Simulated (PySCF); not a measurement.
Vertical excitations of a molecule C2H7ClOSi from PySCF with TDDFT-CAM-B3LYP/def2-SVPD, as energy in eV (oscillator strength): 6.67 (0.005), 6.81 (0.004), 7.61 (0.012), 7.67 (0.022), 8.00 (0.014), 8.11 (0.023), 8.20 (0.078), 8.32 (0.064), 8.36 (0.047), 8.59 (0.024). Lowest triplet (TDA): 6.36 eV. Coordinates come from a r2SCAN-D4/def2-SVP optimisation. Other conformers were not sampled.

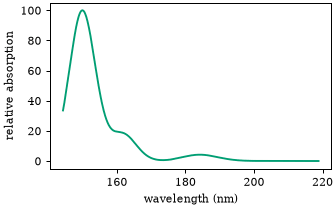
*The lines broadened by 0.4 eV.*

Question: Which molecule gave these data?
A. C[Si](C)(O)Cl
B. CO[Si@@H](C)Cl
C. C[C@@H](O)[SiH2]Cl
D. COC[SiH2]Cl

Answer: C, C[C@@H](O)[SiH2]Cl
